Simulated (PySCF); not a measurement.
**C6H7OPSi: density, localisation and related maps**

```xyz
16

O    -2.5531   -2.0145   -0.7518
C    -2.6252   -0.8905   -0.3267
C    -1.4760   -0.0258   -0.0083
C    -1.7135    1.2544    0.4740
P    -0.4887    2.4014    0.8971
C     0.9292    1.4639    0.5363
C     0.9739    0.1674    0.0492
Si    2.6376   -0.6905   -0.2602
C    -0.1950   -0.5374   -0.2089
H    -3.6082   -0.4121   -0.1383
H    -2.7446    1.5658    0.5978
H     1.8725    1.9662    0.7177
H     2.6022   -1.2868   -1.5949
H     3.6971    0.3149   -0.1685
H     2.8153   -1.7202    0.7649
H    -0.1311   -1.5472   -0.5907
```

Geometry: GFN2-xTB.

These are results of PySCF, PBE0/pcSseg-1, SCF density, gas phase, non-relativistic, not measurements.

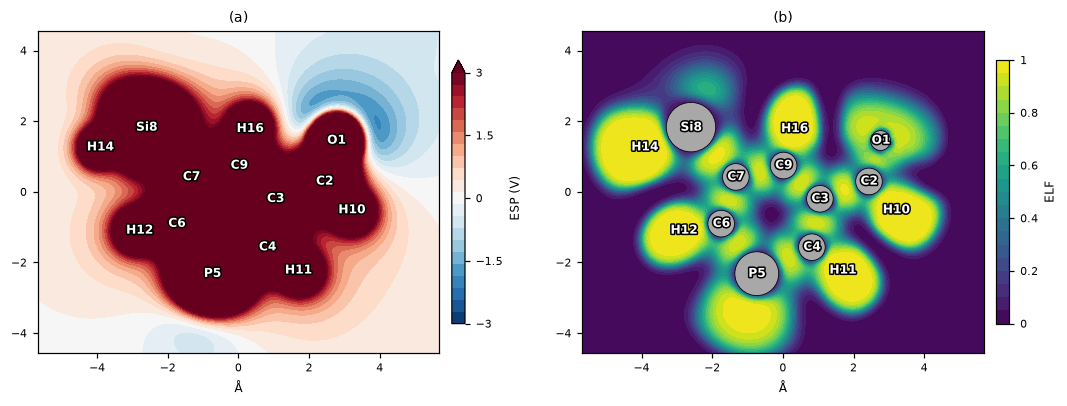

Figure 1. (a) electrostatic potential; (b) electron localisation function on the plane of atoms C4, P5 and C6. Grey discs cover the atomic cores in the ELF map.

> Interpret the plot.

Atoms in the plane: O, C, P, Si and H.
C–O (1.20 Å): the ELF peaks at about 0.85 between the atoms (a multiple bond).
C–C (1.39 Å): the ELF peaks at about 0.95 between the atoms, as expected for a covalent bond.
C–P (1.73 Å): the ELF peaks at about 0.95 between the atoms: localised, covalent bonding.
C–Si (1.90 Å): the ELF peaks at about 1 between the atoms: localised, covalent bonding.
C–H (1.08 Å): the ELF climbs to about 1 towards the hydrogen, as it does in any bond to H: a covalent bond by its length.
The ELF also peaks beside P5 and O1, away from the bonds: lone-pair regions.
Outside the dense part of the molecule the potential is most negative (−1.9 V) near O1.

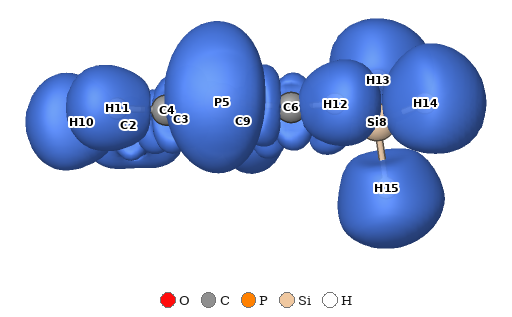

Figure 2. Isosurface of the electron localisation function at 0.75 (blue), seen from one side. Core shells and regions of very low density are left out.

> Describe the localisation domains.

At this value the surface marks out five regions between bonded C–C atoms (shared pairs), two regions between bonded C–P atoms (shared pairs), one region between bonded C–Si atoms (shared pairs), seven regions around hydrogen nuclei, one region on O in which the atom's valence shell and bonds are merged and one lobe on P, pointing away from the bonds (lone pairs).

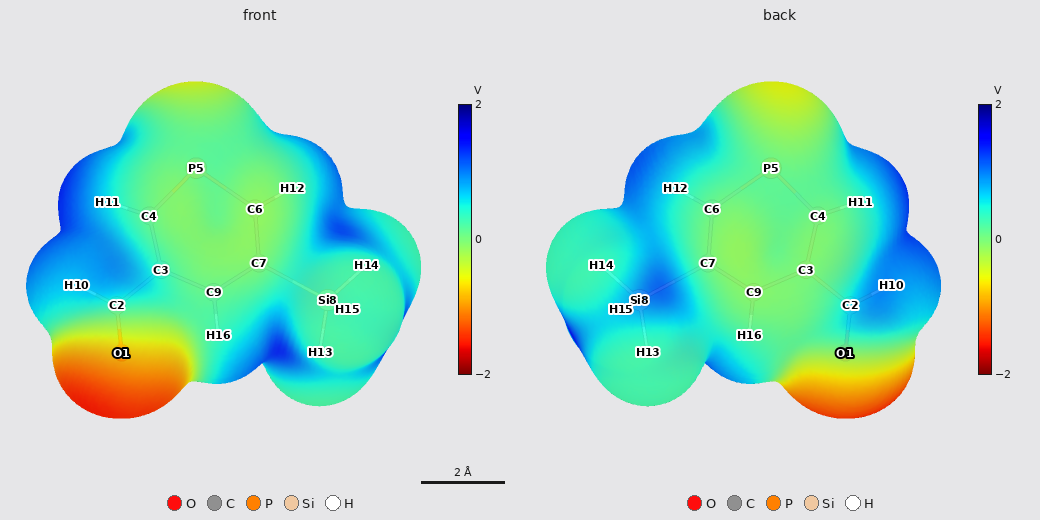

Figure 3. The electrostatic potential painted on the density surface at 0.002 e/bohr³, seen from the front and from behind; the colour scale runs from red (negative) to blue (positive).

> Describe the electrostatic potential map.

The most negative region (about −1.5 V) lies over O1, the most positive (about +1.4 V) over Si8 and H11. O1 is the likeliest acceptor of a hydrogen bond.
